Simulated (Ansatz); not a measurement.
```
CELL_PARAMETERS angstrom
3.92590 0.00000 0.00000
0.00000 7.85839 0.00000
0.00000 0.00000 4.96128
ATOMIC_POSITIONS crystal
Pb 0.50000 0.75531 0.75590
Sn 0.00000 0.00000 0.22178
O 0.50000 0.00000 0.01771
O 0.00000 0.76129 0.00691
Pb 0.50000 0.24469 0.75590
Pb 0.00000 0.50000 0.23858
O 0.50000 0.50000 0.99631
O 0.00000 0.23871 0.00691
```

Space group Pmm2; a structure from a database of computed crystals, not necessarily the ambient phase; started from the litharge host prototype, which need not be the ambient phase.

Method: DFT, r2SCAN+rVV10, plane waves, PAW (Ansatz).

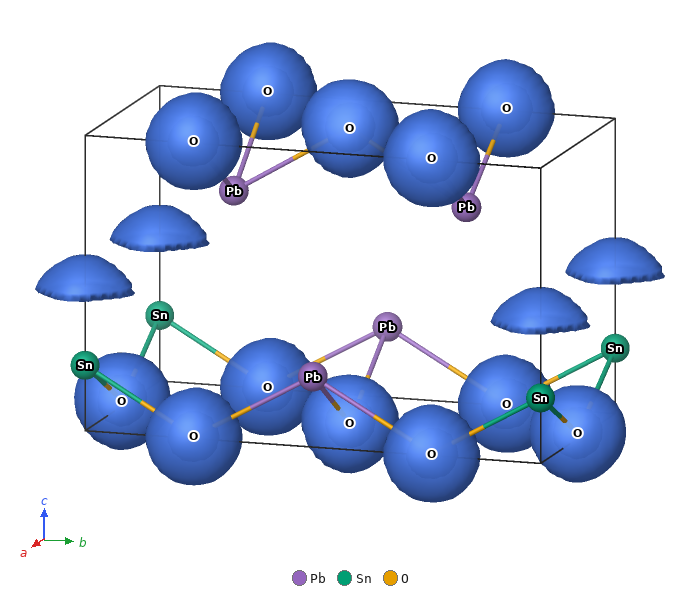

SnPb$_{3}$O$_{4}$. Isosurface of the ELF at 0.75 (blue), seen slightly off an axis. Core shells and regions of very low density are left out. Sticks mark near contacts.

Identify the bonds, lone pairs and shells in this picture.

At this value the surface marks out one lobe on Sn, pointing away from the bonds (lone pairs) and four regions wrapped around O (the valence shell of each), counted in one cell of 8 atoms. Any copies at cell faces, edges or corners count once. Along the contacts the grid gives the following. Sn–O (2.16 Å): the ELF peaks at about 0.85 in the valence shell of O, 0.6 Å from its nucleus, and is about 0.20 at the midpoint: no localised pair shows between them. Pb–O (2.30 Å): the ELF peaks at about 0.80 in the valence shell of O, 0.6 Å from its nucleus, and drops to about 0.15 between the two atoms.
